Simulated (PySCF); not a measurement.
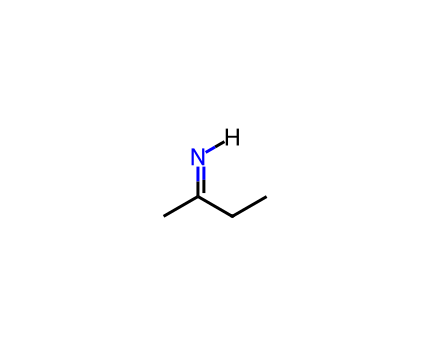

Structural formula above. The geometry was computed by an optimisation with GFN2-xTB. No frequency run is at hand to confirm it as a minimum.

What does the molecule look like in three dimensions?

The molecule is C₄H₉N. As SMILES it reads `[H]/N=C(/C)CC`. It has no ring. Among its groups: imine. This geometry has C1 symmetry. Coordination: 3 C tetrahedral; 1 C trigonal planar; 1 N bent.

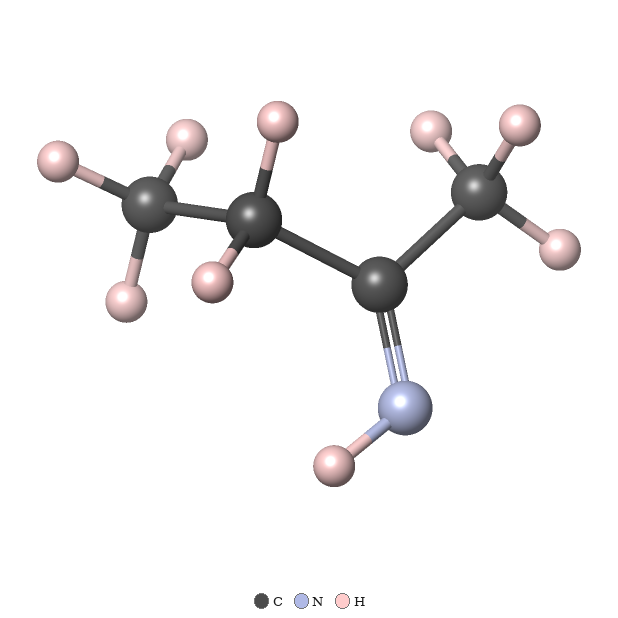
